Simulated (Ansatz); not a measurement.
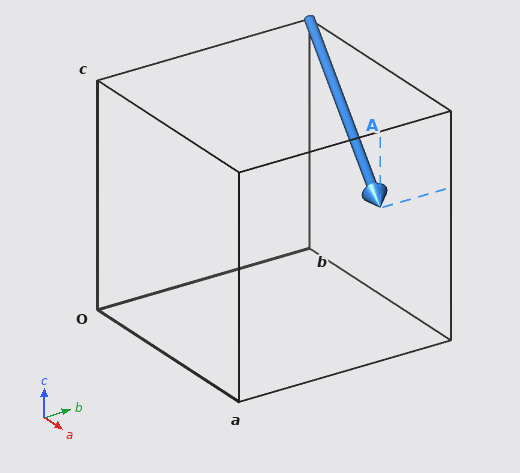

Crystal: C, the input geometry of an electronic-structure calculation (not necessarily at equilibrium). The arrow starts at a corner of the unit cell and ends on its surface; where a tip isn't a corner, dashed lines run from it parallel to the axes. Geometry calculated from the standardised cell; symmetry tolerance 0.002 Å.

a = 3.567 Å, b = 3.567 Å, c = 3.567 Å, α = 90.00°, β = 90.00°, γ = 90.00°.

Index the direction.

Arrow A runs from (0, 1, 1) to (1, 2/3, 2/3), so [3 −1 −1].

How long is the vector ua + vb + wc?

11.830 Å.
